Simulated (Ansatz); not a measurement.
System: PdS (P4₂/m, No. 84). Method: PBEsol-D3(BJ) (Ansatz, a first-principles code, PAW).

Settings: plane-wave cutoff 520 eV, 10×10×8 k mesh (along the axes of the cell as run), Fermi–Dirac smearing 0.05 eV, scalar-relativistic PAW data made under PBE.

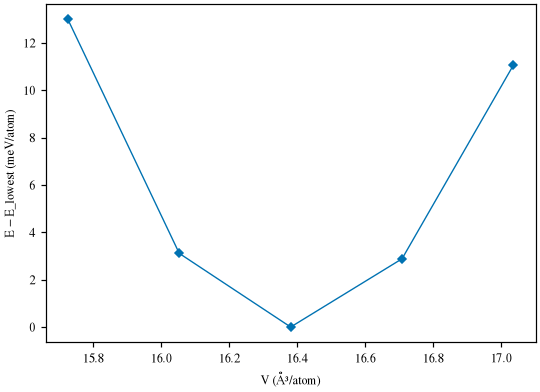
*Total energy against volume*

Problem. From the curve, estimate the equilibrium volume and the bulk modulus.

Solution. V0 ≈ 16.4 Å³/atom and B0 ≈ 150 GPa; the fit gives V0 = 16.381 Å³/atom, B0 = 146 GPa, B′ = 5.1.

Shape and atoms are relaxed at each volume.

Note: the run has no spin polarisation, so it can have missed a magnetic state; the bulk modulus comes from volumes at which shape and atoms were relaxed.

Computed values are for the static lattice.

Computing time: around 80 core-minutes (rough).
